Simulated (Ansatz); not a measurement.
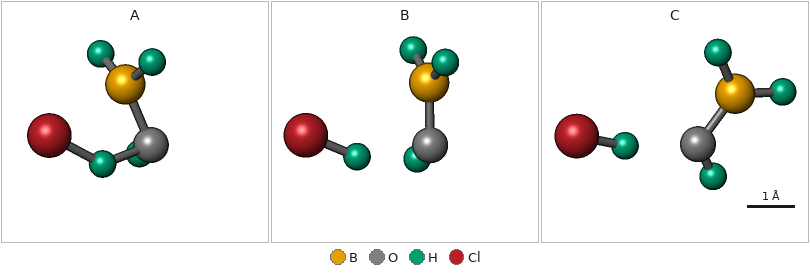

3 geometries from a converged minimum-energy path of BH₄OCl, shuffled. A ball-and-stick model, seen at a tilt.

Theory: Ansatz, RKS PBE-D4/def2-SVP. Set-up: 7 movable images; climbing image; force threshold 0.05 eV/Å; iteration limit 60; starting path through a guess of the saddle point.

> Which of them lies highest in energy?

A. In order along the path, whose images run from 0 to 8: C (image 0, 0.00 eV), B (image 3, +0.06 eV), A (image 5, +0.57 eV). Breaking: Cl–H (1.31 → 2.64 Å). Forming: B–Cl (3.93 → 1.85 Å), H–O (1.86 → 0.98 Å).
